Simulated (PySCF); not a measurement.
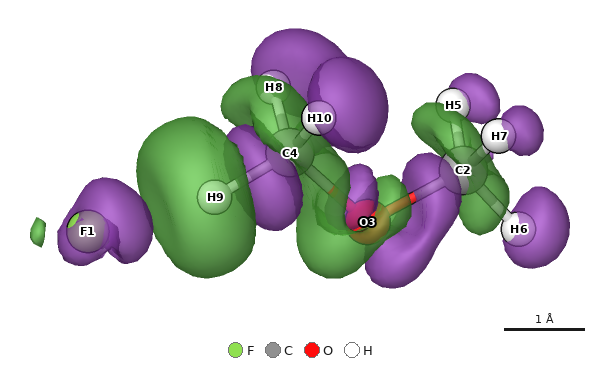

Figure 1: C₂H₆FO, charge −1, SMILES `[F-].COC`. Density of the complex less the densities of the two fragments at the same geometry, ±0.01 e/Å³ (purple: gain, green: loss). Fragment A: F(−1) (atom 1); fragment B: H6C2O.

Computed with PySCF, PBE0/aug-cc-pVDZ, geometry: GFN2-xTB.

> How is the density rearranged on binding?

Hirshfeld charges show 0.039 e passing from A to B. By Hirshfeld charges, electrons gather most on H6 (−0.024 e) and leave H9 most (+0.084 e); 0.29 e is displaced in all.

> What is the interaction energy, and which contacts carry it?

The counterpoise-corrected interaction energy of the frozen fragments is −10.7 kcal/mol without dispersion correction and −11.0 kcal/mol with D3(BJ). The pair geometry is semi-empirical, not a minimum at this level. Contacts: F1···H9, weak C–H hydrogen bond, 1.71 Å, ρ = 0.043 a.u. The pose is a local one from a semi-empirical search, not shown to be the most stable.

Cost of the run: 24 s on 1 thread of Intel(R) Xeon(R) 6975P-C (Granite Rapids), with other jobs on the host, peak memory 0.61 GiB.
